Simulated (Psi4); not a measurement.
**[BF2]+ (SMILES F[B+]F) at DSD-PBEP86/cc-pVTZ (density fitting for correlation)**

What is the vertical ionisation energy of [BF2]+ at DSD-PBEP86/cc-pVTZ (density fitting for correlation)? 

The results are computed with Psi4 1.11.

## Step 1: The molecule

The species is [BF2]+ (3 atoms), meant as a singlet with charge +1. As SMILES, `F[B+]F`. The shape is that of a GFN2-xTB optimisation.

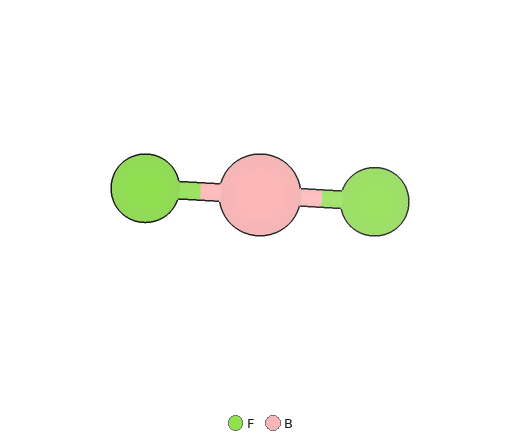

The structure, seen from a chosen angle (fluorine green, boron pink).

## Step 2: A single-point energy at DSD-PBEP86/cc-pVTZ (density fitting for correlation)

bf2.xyz

```xyz
3
BF2
F      0.327370     1.133870     0.305680
B      0.000740    -0.000320     0.000370
F     -0.328120    -1.133550    -0.306050
```

bf2.py

```python
import psi4

psi4.set_memory(1600000000)
psi4.set_num_threads(1)
psi4.core.set_output_file('bf2.out', False)

with open('bf2.xyz') as f:
    atoms = ''.join(f.readlines()[2:])
geom = psi4.geometry('1 1\n' + atoms + 'symmetry c1')

psi4.set_options({
    'basis': 'cc-pVTZ',
    'reference': 'rks',
    'puream': True,
    'e_convergence': 1e-09,
    'd_convergence': 1e-08,
    'scf_type': 'pk',
    'dft_radial_points': 99,
    'dft_spherical_points': 590,
    'num_frozen_docc': 3,
})

energy_value, wavefunction = psi4.energy('dsd-pbep86', return_wfn=True)
print(f'total energy {energy_value:.8f} hartree = {energy_value * 27.211386:.5f} eV')
```

Launch:

```sh
$ python bf2.py
```

bf2.out:

```text
[...]
  Running in c1 symmetry.
[...]
  Nuclear repulsion =   56.645161755190436
[...]
  Multiplicity = 1
[...]
  Nalpha       = 11
  Nbeta        = 11
[...]
    Number of basis functions: 90
[...]
   @RKS iter   1:  -223.69501474613114   -1.99664e-01   4.31389e-03 DIIS/ADIIS
[...]
   @RKS iter  10:  -223.74707978036523   -4.26326e-13   5.41763e-10 DIIS
[...]
    Orbital Energies [Eh]
    ---------------------
    Doubly Occupied:
       1A    -26.151006     2A    -26.150997     3A     -7.843462
       4A     -1.905925     5A     -1.899067     6A     -1.098026
       7A     -1.091250     8A     -1.026210     9A     -1.026210
      10A     -0.967547    11A     -0.967547
[...]
  @RKS Final Energy:  -223.74707978036523
   => Energetics <=
    Nuclear Repulsion Energy =             56.6451617551904363
    One-Electron Energy =                -415.5186002100445535
    Two-Electron Energy =                 142.1452787379909637
    DFT Exchange-Correlation Energy =      -7.0189200635020708
    Empirical Dispersion Energy =           0.0000000000000000
    VV10 Nonlocal Energy =                  0.0000000000000000
    Total Energy =                       -223.7470797803652260
[...]
 Multipole Moments:
 ------------------------------------------------------------------------------------
     Multipole            Electronic (a.u.)      Nuclear  (a.u.)        Total (a.u.)
 ------------------------------------------------------------------------------------
 L = 1.  Multiply by 2.5417464519 to convert [e a0] to [Debye]
 Dipole X            :          0.0033101           -0.0003927            0.0029173
 Dipole Y            :         -0.0012966            0.0001522           -0.0011444
 Dipole Z            :          0.0000000           -0.0000000            0.0000000
 Magnitude           :                                                    0.0031338
[...]
```

The script printed:

```text
total energy -224.04100889 hartree = -6096.46637 eV
```

Run time: 8.1 s. Hardware: 1 thread of Intel Xeon Platinum 8375C at 2.90GHz (Ice Lake), shared host; peak memory 0.72 GiB.

## Step 3: Doublet [BF2]2+, same level

job.dat

```
memory 1600 mb

molecule mol {
  2 2
  F      0.327370     1.133870     0.305680
  B      0.000740    -0.000320     0.000370
  F     -0.328120    -1.133550    -0.306050
  units angstrom
  symmetry c1
}

set globals {
  basis                cc-pVTZ
  reference            uks
  puream               true
  e_convergence        1e-09
  d_convergence        1e-08
  scf_type             pk
  dft_radial_points    99
  dft_spherical_points 590
  num_frozen_docc      3
  maxiter              200
}

energy("dsd-pbep86")
print_variables()
```

Launch:

```sh
$ psi4 -n 1 job.dat job.out
```

job.out:

```text
[...]
  Running in c1 symmetry.
[...]
  Nuclear repulsion =   56.645161755190436
[...]
  Multiplicity = 2
[...]
  Nalpha       = 11
  Nbeta        = 10
[...]
    Number of basis functions: 90
[...]
   @UKS iter   1:  -222.70761292499989    7.87737e-01   3.81725e-03 ADIIS/DIIS
[...]
   @UKS iter  18:  -222.78093002044295   -1.13687e-13   1.33484e-09 DIIS
[...]
   @S^2 Observed:                8.303290834E-01
[...]
    Orbital Energies [Eh]
    ---------------------
    Alpha Occupied:
       1A    -26.640903     2A    -26.640698     3A     -8.234771
       4A     -2.371408     5A     -2.361796     6A     -1.525380
       7A     -1.522824     8A     -1.513001     9A     -1.477191
      10A     -1.453115    11A     -1.409309
    Alpha Virtual:
      12A     -0.543187    13A     -0.538737    14A     -0.535223
      15A     -0.256895    16A     -0.237009    17A     -0.235172
      18A     -0.182492    19A     -0.109172    20A     -0.109035
      21A      0.092621    22A      0.110692    23A      0.173562
      24A      0.187808    25A      0.348419    26A      0.366547
[...]
  @UKS Final Energy:  -222.78093002044295
   => Energetics <=
    Nuclear Repulsion Energy =             56.6451617551904363
    One-Electron Energy =                -405.7498359869518367
    Two-Electron Energy =                 133.1983622335631594
    DFT Exchange-Correlation Energy =      -6.8746180222447117
    Empirical Dispersion Energy =           0.0000000000000000
    VV10 Nonlocal Energy =                  0.0000000000000000
    Total Energy =                       -222.7809300204429519
[...]
 Multipole Moments:
 ------------------------------------------------------------------------------------
     Multipole            Electronic (a.u.)      Nuclear  (a.u.)        Total (a.u.)
 ------------------------------------------------------------------------------------
 L = 1.  Multiply by 2.5417464519 to convert [e a0] to [Debye]
 Dipole X            :          0.0029808           -0.0003927            0.0025880
 Dipole Y            :         -0.0020670            0.0001522           -0.0019148
 Dipole Z            :          0.0000000           -0.0000000            0.0000000
 Magnitude           :                                                    0.0032194
[...]
```

Run time: 16 s. Hardware: 1 thread of Intel Xeon Platinum 8375C at 2.90GHz (Ice Lake), shared host; peak memory 0.72 GiB.

## Step 4: What came out

Level: DSD-PBEP86/cc-pVTZ (density fitting for correlation), 3 core orbitals frozen.

| quantity | value |
| --- | --- |
| singlet [BF2]+: total energy | -224.04101 Eh |
| singlet [BF2]+: HOMO energy (SCF part's orbitals) | -26.33 eV |
| singlet [BF2]+: LUMO energy (SCF part's orbitals) | -6.08 eV |
| singlet [BF2]+: HOMO–LUMO gap (SCF part's orbitals) | 20.24 eV |
| doublet [BF2]2+: total energy | -223.05813 Eh |
| doublet [BF2]2+: HOMO energy (SCF part's orbitals) (highest over α and β) | -33.55 eV |
| doublet [BF2]2+: LUMO energy (SCF part's orbitals) (lowest over α and β) | -26.28 eV |
| doublet [BF2]2+: ⟨S²⟩ | 0.830 |
| vertical ionisation energy (to the doublet dication) | 26.746 eV |

What this shows: The vertical ionisation energy comes to 26.75 eV (617 kcal/mol). −ε(HOMO) before ionisation, 26.33 eV, is 0.42 eV below this ionisation energy.
